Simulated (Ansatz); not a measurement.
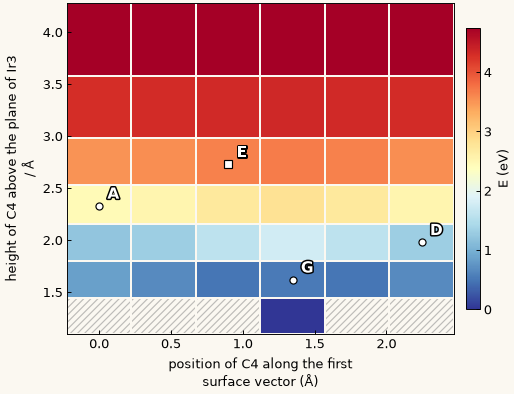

C on an Ir(100) slab cut from the Fm-3m phase, its upper half relaxed before the scan (3 atoms of substrate and one adsorbate in a 1 × 1 cell). C is moved along a line over the surface and along the normal, above a rigid substrate. Coordinates scanned: (1) position of C4 along the first surface vector, from above Ir3; (2) height of C4 above the plane of Ir3. The grid has 6 × 7 points; 25 points were computed and 12 follow by symmetry. At 5 points there is no value (left out of the scan, as a rule where atoms come close). Points are written as (first, second). All energies are given in eV relative to the lowest grid point. Theory: DFT LDA, scalar-relativistic, plane waves, PAW in Ansatz 0.2.0. Settings: cutoff 420 eV, k-mesh 10×10×1, gaussian smearing 0.1 eV, spin-polarised.

Drawn: one coloured cell a grid point, hatched blanks where no value was computed, lettered points.

Rank the lettered points by energy, lowest first.

Answer. G (0.54 eV), D (1.31 eV), A (2.45 eV), E (3.64 eV).

PAW datasets: the set soft_1.
